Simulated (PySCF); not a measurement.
## A study: C5H5, charge −1, SMILES `[cH-]1cccc1`

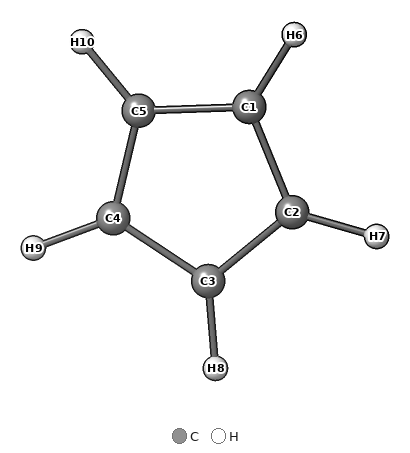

The molecule, with its atoms numbered as below. No frequency check shows the geometry to be a minimum.

Coordinates in Å:

```
C1      -1.0562    0.5384    0.0000
C2       0.1857    1.1708    0.0000
C3       1.1709    0.1852    0.0000
C4       0.5380   -1.0564    0.0000
C5      -0.8384   -0.8381    0.0000
H6      -2.0248    1.0322    0.0000
H7       0.3560    2.2447    0.0000
H8       2.2448    0.3551    0.0000
H9       1.0314   -2.0252    0.0000
H10     -1.6074   -1.6067    0.0000
```

## 1. Bonding charge

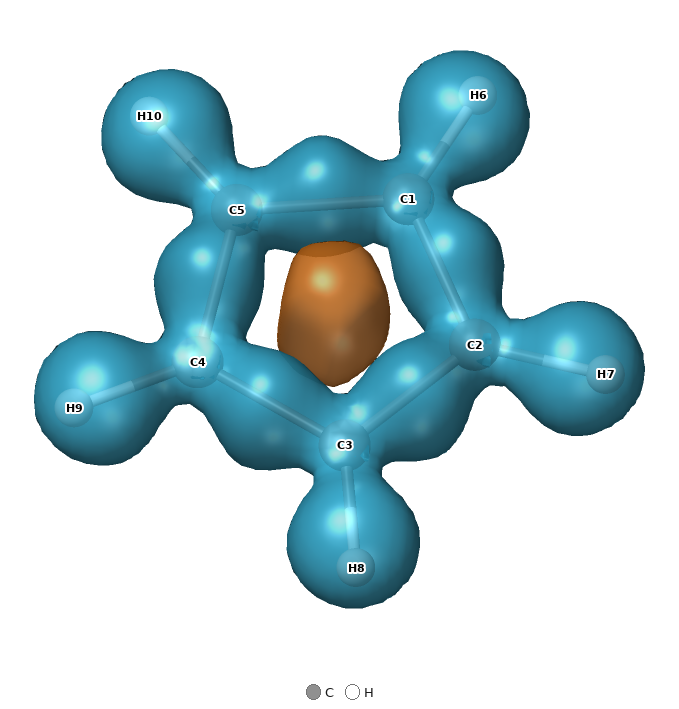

Deformation density (molecule less spherical, spin-averaged free atoms at the same positions), surfaces at ±0.1 e/Å³; light blue: gain, orange: loss.

PySCF calculation, PBE0/def2-SVPD, gas phase; geometry: GFN2-xTB. The highest occupied Kohn–Sham orbital has positive energy, a self-interaction fault of such functionals for anions.

> How much density has each bond gained at its critical point, relative to the free atoms?

C1–H6, C2–H7, C3–H8, C4–H9 and C5–H10: +0.61 e/Å³ at the bond critical point (bond length 1.09 Å). C2–C3, C3–C4, C1–C5, C1–C2 and C4–C5: +0.58 e/Å³ at the bond critical point (bond length 1.39 Å). In all, 2.4 electrons gather in the regions of gain relative to the promolecule of neutral atoms (this includes the anion's extra charge).

> Where do the Hirshfeld charges lie?

The highest Hirshfeld charge is on H6, H7, H8, H9 and H10 (−0.02 e), the lowest on C1, C2, C3, C4 and C5 (−0.18 e).

## 2. Electrostatic potential

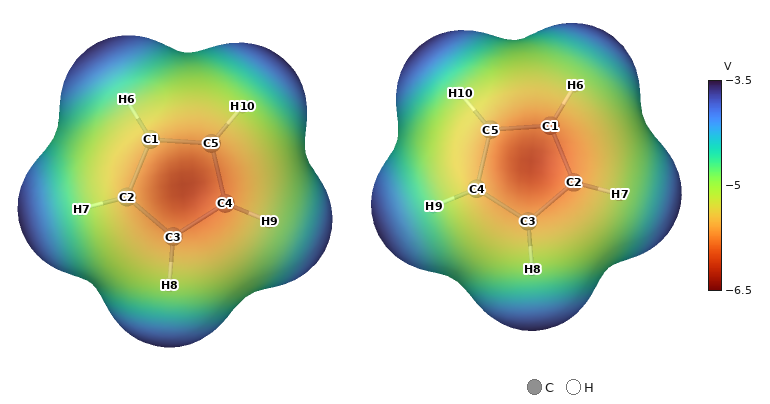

Electrostatic potential on the surface of electron density 0.001 a.u. (back view left, front view right).

> Where are the extremes of the potential on the surface?

Highest: −3.63 V, 1.4 Å from H9, and at like points elsewhere. Lowest: −6.20 V, over the middle of C1, C2, C3, C4 and C5, about 2.3 Å from them, and at like points elsewhere. The surface is sampled at points, so like sites can differ by a few per cent and only the strongest of them is named.

## 3. In an electric field

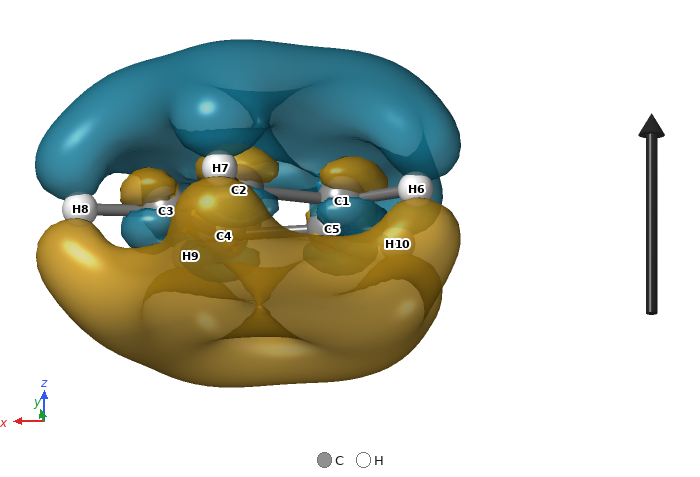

Change of the electron density in a uniform field of 0.15 V/Å along +z (arrow), surfaces at ±0.0006 e/Å³ (yellow: gain, teal: loss).

Computed with PySCF, BP86/def2-SVPD, geometry: GFN2-xTB. For an anion such functionals hold the outermost electrons too loosely, so the response is rough.

The field was applied in both directions; the picture shows the one opposite to the script's first.

> How large is the response?

The induced dipole is 0.40 D (along the field); α along this axis, from the fields in both directions, is 53 bohr³ (7.8 Å³).

The PySCF runs shown took 12 s and 39 s on 1 thread of Arm Neoverse V1, on a shared host.
